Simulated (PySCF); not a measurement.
## NMR shielding calculation of C4H4OS

System: C4H4OS, SMILES Sc1ccco1.
Method: GIAO PBE0/pcSseg-1 NMR shielding, non-relativistic, gas phase (PySCF 2.14.0).

The geometry comes from this level: GFN2-xTB, MD frame at 12000 fs, 900 K. Figures and captions count atoms from 1; the log counts them from 0 in places.

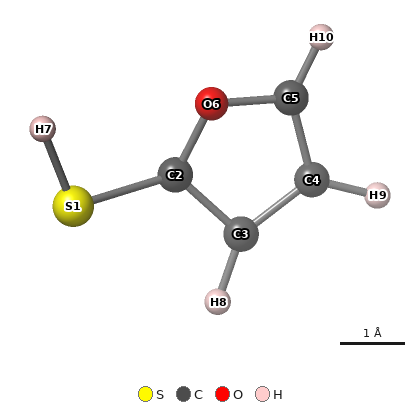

Fig. 1: The input geometry (ball-and-stick view, seen at a tilt; atoms are numbered from 1 in the order of the input).

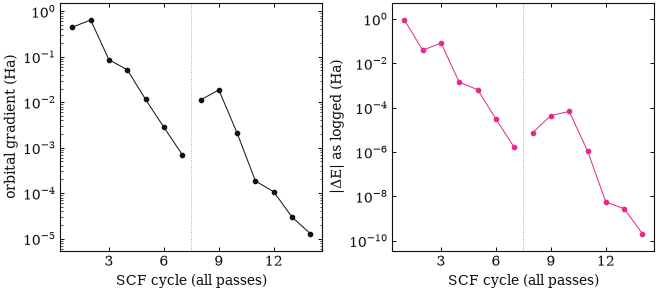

Fig. 2: Convergence of the self-consistent field: orbital gradient and size of the energy change against the SCF cycle. The dotted line marks the change from a coarse to the final integration grid. The first 7 cycles use a coarse grid, the final grid takes over at cycle 8, and the field converges after 14 cycles in all.

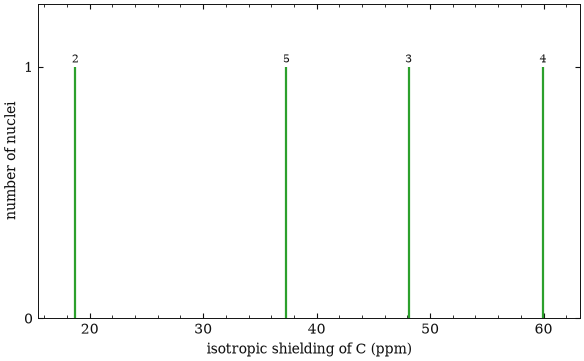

Fig. 3: Isotropic shieldings of the carbon nuclei in this fixed geometry, labelled by atom number; shielding grows to the right, so chemical shift grows to the left. The least shielded is C2 (18.7 ppm), the most shielded C4 (59.9 ppm).

The input and output of the run follow.

The input:
```
{"job": {"kind": "nmr", "xc": "PBE0", "basis": "pcSseg-1", "pop": false}, "charge": 0, "multiplicity": 1}
S     -0.039501     7.908772     2.818739
C      0.594879     9.466692     2.003564
C      0.645558     9.690241     0.552761
C      1.617780    10.718395     0.485418
C      2.165118    10.994587     1.766652
O      1.621535    10.094329     2.575787
H      0.474488     7.989621     4.170600
H      0.003745     8.954587    -0.032299
H      1.956545    11.272150    -0.426846
H      2.853670    11.699048     2.208202
```

The first line tells a small driver script what to run in PySCF; the rest is the geometry in Å.

Launch command:
```bash
OMP_NUM_THREADS=1 python <driver script> task.json out
```

What the program printed:
```
coarse grid: 9536 points
cycle   1  E = -627.6249699510  dE =  9.031e-01  |g| = 4.471e-01  |ddm| = 3.026e+00
cycle   2  E = -627.5859810653  dE =  3.899e-02  |g| = 6.437e-01  |ddm| = 7.656e-01
cycle   3  E = -627.6684871607  dE = -8.251e-02  |g| = 8.580e-02  |ddm| = 4.622e-01
cycle   4  E = -627.6698783985  dE = -1.391e-03  |g| = 5.184e-02  |ddm| = 1.283e-01
cycle   5  E = -627.6705282924  dE = -6.499e-04  |g| = 1.151e-02  |ddm| = 4.892e-02
cycle   6  E = -627.6705584339  dE = -3.014e-05  |g| = 2.815e-03  |ddm| = 1.216e-02
cycle   7  E = -627.6705600441  dE = -1.610e-06  |g| = 7.061e-04  |ddm| = 2.794e-03
final grid: 89280 points
cycle   8  E = -627.7190979334  dE = -7.412e-06  |g| = 1.122e-02  |ddm| = 2.272e-02
cycle   9  E = -627.7190539807  dE =  4.395e-05  |g| = 1.863e-02  |ddm| = 2.041e-02
cycle  10  E = -627.7191217581  dE = -6.778e-05  |g| = 2.087e-03  |ddm| = 1.336e-02
cycle  11  E = -627.7191228672  dE = -1.109e-06  |g| = 1.851e-04  |ddm| = 2.067e-03
cycle  12  E = -627.7191228727  dE = -5.516e-09  |g| = 1.071e-04  |ddm| = 2.423e-04
cycle  13  E = -627.7191228755  dE = -2.768e-09  |g| = 2.967e-05  |ddm| = 1.180e-04
cycle  14  E = -627.7191228757  dE = -2.047e-10  |g| = 1.283e-05  |ddm| = 3.824e-05
converged SCF energy = -627.7191228757

GIAO shielding tensors (ppm)
atom      isotropic    diamagn.    paramagn.     s11        s22        s33       span
  0 S      400.290    1066.080    -665.790    151.302    357.963    691.604    540.302
  1 C       18.731     274.472    -255.741    -62.815     38.448     80.560    143.375
  2 C       48.103     257.828    -209.725    -71.200     61.398    154.109    225.309
  3 C       59.946     253.777    -193.830    -14.070     41.031    152.878    166.947
  4 C       37.337     269.531    -232.193    -36.033     41.047    106.998    143.031
  5 O      -14.126     394.006    -408.132   -185.463   -104.609    247.694    433.157
  6 H       25.089      31.328      -6.240     19.467     23.455     32.344     12.876
  7 H       22.491      35.148     -12.657     19.655     21.063     26.756      7.101
  8 H       24.221      23.682       0.539     21.925     24.206     26.532      4.607
  9 H       23.286      25.720      -2.434     20.929     23.117     25.813      4.883
```

Key numbers:

| quantity | value |
| --- | --- |
| outcome | converged |
| total energy | −627.719123 hartree |
| HOMO | −6.06 eV |
| LUMO | −0.63 eV |
| dipole moment | 1.21 D |
| isotropic shielding, S | 400.3 ppm |
| isotropic shielding, C | 18.7 to 59.9 ppm |
| isotropic shielding, O | −14.1 ppm |
| isotropic shielding, H | 22.5 to 25.1 ppm |
| hardware | 1 CPU thread, shared host |
| wall time | 7.7 s |
| peak memory | 0.64 GiB |
